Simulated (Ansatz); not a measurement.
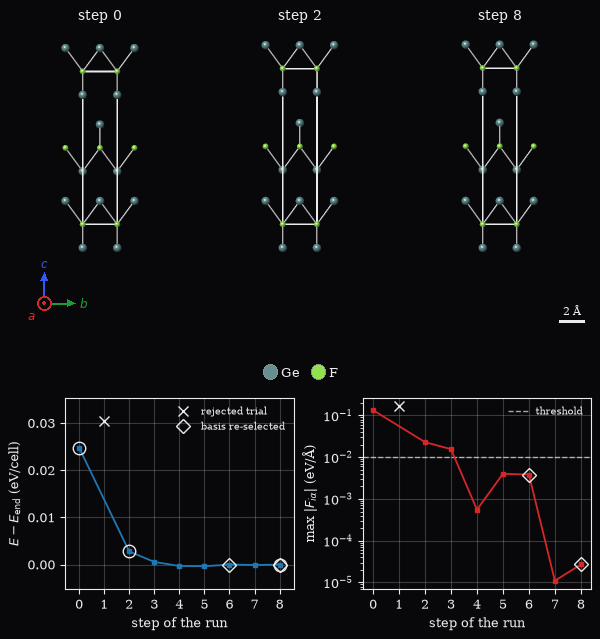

Frames of a relaxation of crystalline Ge2F (a generated structure, set up in P4_2/nmc), marked on the history of the run. The picture is a ball-and-stick view of the cell of the calculation, seen along the a axis.

These are results of DFT PBE, scalar-relativistic, plane waves, PAW in Ansatz, not measurements.

The input:
```yaml
crystal:
  lattice:
    - [2.8306350853, 0.0, 0.0]
    - [0.0, 2.8306350853, 0.0]
    - [0.0, 0.0, 12.5583130404]
  atoms:
    - { symbol: Ge, position: [0.0, 0.5, 0.153037427] }
    - { symbol: Ge, position: [0.0, 0.5, 0.653037427] }
    - { symbol: Ge, position: [0.5, 0.0, 0.346962573] }
    - { symbol: Ge, position: [0.5, 0.0, 0.846962573] }
    - { symbol: F, position: [0.0, 0.0, 0.0] }
    - { symbol: F, position: [0.5, 0.5, 0.5] }
basis:
  ecutwfc: 420
kpoints:
  mp_grid: { grid: [14, 14, 4] }
hamiltonian:
  xc: pbe
scf:
  occupations: { method: gaussian, width: 0.1 }
output:
  forces: true
  stress: true
  eigenvalues: true
  write_density: true
  write_potential: true
  elf: true
  volumetric_format: npy
relax:
  adjacent_minimum: "off"
  f_tol: 0.01
  max_steps: 80
  cell: { stress_tol: 0.05 }
```

Run as
```bash
ansatz run input.yaml --threads 1 --pin off --max-ram 2560MiB --backend cpu --events-out ev --progress --plain --runs-dir out
```

Question: What happens along the run?

Answer: The largest moves relative to the cell, 0.033 Å, are those of Ge1, Ge2, Ge3 and Ge4. Ge4 goes along +c. F stays in place. The drawn cell changes as follows: a = b 2.831 → 2.792 Å (−1.4 %), c 12.558 → 12.830 Å (+2.2 %); the volume changes by −0.6 %. Among the contacts that change: Ge1–F5 2.387 → 2.382 Å. The space group stays P4_2/nmc (No. 137). The energy falls by 24.8 meV per cell of the calculation in 5 accepted moves (8 points after the start). Largest force component: 0.13 eV/Å at the start, under 0.0001 eV/Å at the end. Pressure: −0.07 GPa at the start and 0.00 GPa at the end. The line search rejected the trial step at point 1 of the run. The SCF was repeated twice at an unchanged geometry on a basis and grid sized afresh for the cell, which shifted the energy by 0.4 meV per cell of the calculation at most. From step 0 to 2: Ge atoms move most (0.03 Å), volume +0.2 %, energy −22.0 meV per cell of the calculation. From step 2 to 8: volume −0.8 %, energy −2.8 meV per cell of the calculation.

```json
{"step": "0", "E − E(0), meV/atom": "0.00", "largest force component, eV/Å": "0.1342", "pressure, GPa": "-0.07", "volume, Å³/atom": "16.771", "note": ""}
{"step": "1", "E − E(0), meV/atom": "0.94", "largest force component, eV/Å": "0.1644", "pressure, GPa": "-1.25", "volume, Å³/atom": "17.122", "note": "rejected"}
{"step": "2", "E − E(0), meV/atom": "-3.67", "largest force component, eV/Å": "0.0230", "pressure, GPa": "-0.40", "volume, Å³/atom": "16.803", "note": ""}
{"step": "3", "E − E(0), meV/atom": "-4.04", "largest force component, eV/Å": "0.0156", "pressure, GPa": "-0.21", "volume, Å³/atom": "16.737", "note": ""}
{"step": "4", "E − E(0), meV/atom": "-4.18", "largest force component, eV/Å": "0.0006", "pressure, GPa": "-0.03", "volume, Å³/atom": "16.682", "note": ""}
{"step": "5", "E − E(0), meV/atom": "-4.19", "largest force component, eV/Å": "0.0040", "pressure, GPa": "0.00", "volume, Å³/atom": "16.677", "note": ""}
{"step": "6", "E − E(0), meV/atom": "-4.13", "largest force component, eV/Å": "0.0038", "pressure, GPa": "-0.01", "volume, Å³/atom": "16.677", "note": "same geometry, new basis"}
{"step": "7", "E − E(0), meV/atom": "-4.15", "largest force component, eV/Å": "0.0000", "pressure, GPa": "0.00", "volume, Å³/atom": "16.671", "note": ""}
{"step": "8", "E − E(0), meV/atom": "-4.13", "largest force component, eV/Å": "0.0000", "pressure, GPa": "0.00", "volume, Å³/atom": "16.671", "note": "same geometry, new basis"}
```
